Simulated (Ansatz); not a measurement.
**Profile along the Al–N line in AlN (wurtzite)**

AlN (wurtzite)

```xyz
4
Lattice="3.1303 0.0000 0.0000 -1.5651 2.7109 0.0000 0.0000 0.0000 5.0180" Properties=species:S:1:pos:R:3 pbc="T T T"
Al     1.5651     0.9036     0.0169
Al     0.0000     1.8073     2.5259
N      1.5651     0.9036     3.1203
N      0.0000     1.8073     0.6113
```

Fields along a shortest Al–N line of a (1 -1 0 0) plane (1.91 Å), from Al to N, interpolated on the slice's grid (step about 0.2 Å). Method: PBE (plane waves to 420 eV, PAW, scalar-relativistic; Ansatz, a program for electronic structure). k mesh 12×12×7. Inside the PAW spheres the values are not all-electron values, and peaks at nuclei hang on which shells count as valence. AlN was relaxed with its symmetry unable to fall.

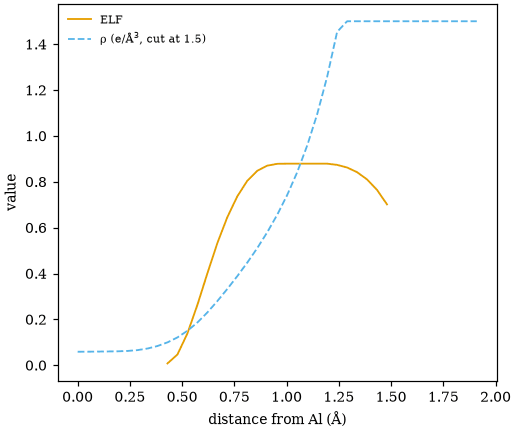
*ELF (away from the nuclei) and valence density from Al to N.*

Density on the Al–N line (1.91 Å) at its midpoint: 0.66 e/Å³. ELF at that point: 0.9. ELF maximum in the middle third of the Al–N line: 0.88, 1.1 Å from Al.
